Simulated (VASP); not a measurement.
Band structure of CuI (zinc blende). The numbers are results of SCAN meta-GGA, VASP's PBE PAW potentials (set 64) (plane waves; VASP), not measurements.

Unless said otherwise, spin-orbit coupling is left out, though it shifts the bands of the heavy elements here.

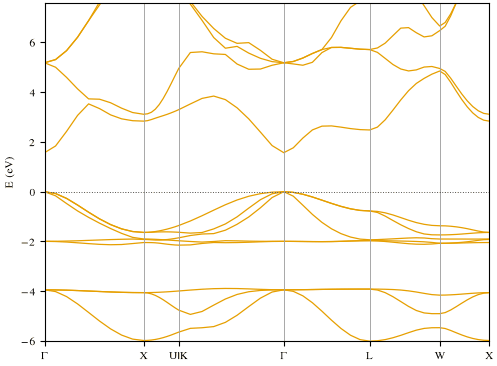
*Bands along high-symmetry lines, zero at the valence-band maximum or, without a gap, the Fermi level*

### Question
Read the plot: is there a gap, and where are the band edges?

### Answer
The gap is direct, 1.57 eV, from the valence maximum at Γ to the conduction minimum at Γ.

Measured: gap 3.12 eV (computed value off by -1.55 eV), as given by Abedi et al., (2022), arXiv:2211.14644.

The compound is CuI in the zinc blende structure. It was relaxed first.
